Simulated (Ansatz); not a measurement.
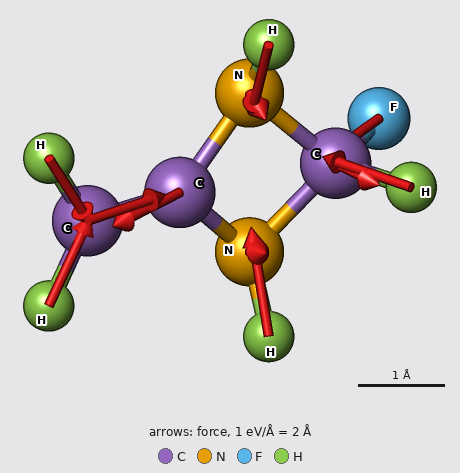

Starting geometry of C3H5FN2 with the computed forces as red arrows. Style: ball-and-stick. Shown at a tilt.

The start comes from PBE-D4/def2-SVP.

The calculation used RKS PBE0-D4/def2-TZVP (Ansatz).

Input
```yaml
crystal:
  periodic: [false, false, false]
  atoms:
    - {symbol: C, position_ang: [-0.573376, -1.753728, 0.460722]}
    - {symbol: C, position_ang: [-0.297231, -0.455109, 0.244481]}
    - {symbol: N, position_ang: [0.568120, 0.491578, 0.856382]}
    - {symbol: C, position_ang: [0.421987, 1.321582, -0.327501]}
    - {symbol: F, position_ang: [0.123776, 2.636532, -0.080688]}
    - {symbol: N, position_ang: [-0.708019, 0.498958, -0.725539]}
    - {symbol: H, position_ang: [-0.102619, -2.291046, 1.293844]}
    - {symbol: H, position_ang: [-1.292466, -2.282750, -0.177653]}
    - {symbol: H, position_ang: [1.488743, 0.219178, 1.207742]}
    - {symbol: H, position_ang: [1.292268, 1.326043, -1.029972]}
    - {symbol: H, position_ang: [-0.855885, 0.231662, -1.701218]}
basis:
  gaussian: {orbitals: def2-TZVP}
hamiltonian: {xc: pbe0, dispersion: d4}
relax: {f_tol: 0.005, max_steps: 150}
```

Command:
```bash
ansatz run in.yaml --threads 4 --pin off --events-out ev --progress --plain --max-ram 10444MiB
```

> Is this structure relaxed? If not, where do the atoms go?

It isn't relaxed: the largest force vector, on H10, is 0.68 eV/Å. The final displacements follow the starting forces only in part (cosine between the two patterns 0.72). Over 6 geometry steps the energy falls by 5.29 kJ/mol. The largest force component goes from 0.63 to 0.0015 eV/Å. The largest move after the best rigid fit is that of H9, 0.034 Å. By element the largest moves are H 0.034 Å, F 0.030 Å, C 0.022 Å, N 0.008 Å. Near-neighbour distances that change, for instance: C4–H10 1.118 → 1.097 Å, C1–C2 1.345 → 1.325 Å, C1–H7 1.097 → 1.081 Å, N3–H9 1.022 → 1.008 Å. The run took 21 s on 4 threads of Arm Neoverse V2 (shared host).
